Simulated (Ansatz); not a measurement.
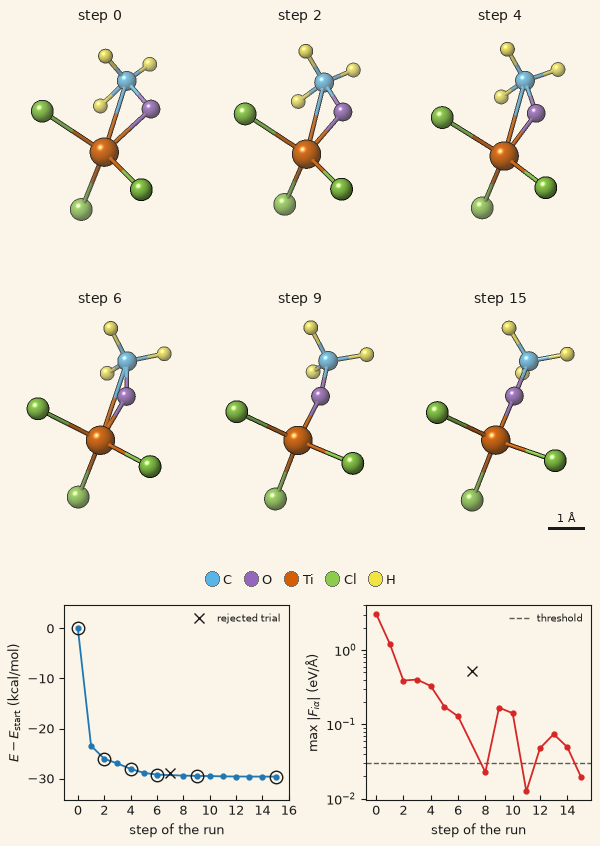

Frames of a relaxation of CH₃Cl₃OTi (coarse preliminary run), marked on the history of the run. Style: ball-and-stick. Shown from a free direction.

The start comes from a force field.

All numbers below come from Ansatz, RKS PBE-D4/def2-SVP. (force threshold 0.03 eV/Å; at most 200 steps)

### What happens along the run?

The atom that moves furthest after the best rigid fit is the O atom (1.05 Å). By element the largest moves are O 1.05 Å, H 0.96 Å, Cl 0.77 Å, Ti 0.30 Å, C 0.16 Å. Some distances before and after: H–Ti 2.690 → 3.645 Å, C–Ti 2.754 → 3.129 Å, O–Ti 1.992 → 1.732 Å, Cl–Ti 2.352 → 2.197 Å. Among the angles between lasting bonds that change: C–O–Ti 107.5° → 178.3°, H–C–H 113.9° → 108.9°, O–C–H 106.8° → 109.9°. After 14 accepted moves (15 points after the start) the energy has fallen by 29.6 kcal/mol. Largest force component: 3.1 eV/Å at the start, 0.02 eV/Å at the end. The line search rejected the trial step at point 7 of the run. The forces were under the threshold at step 8, but the run went on from there. The run took 37 s on 4 threads of Arm Neoverse V2, with other jobs on the host. From step 0 to 2: the O atom moves most (0.27 Å), energy −26.1 kcal/mol. From step 2 to 4: an H atom moves most (0.22 Å), energy −2.02 kcal/mol. From step 4 to 6: a Cl atom moves most (0.34 Å), energy −1.15 kcal/mol. From step 6 to 9: an H atom moves most (0.19 Å), energy −0.25 kcal/mol. From step 9 to 15: an H atom moves most (0.25 Å), energy −0.14 kcal/mol.
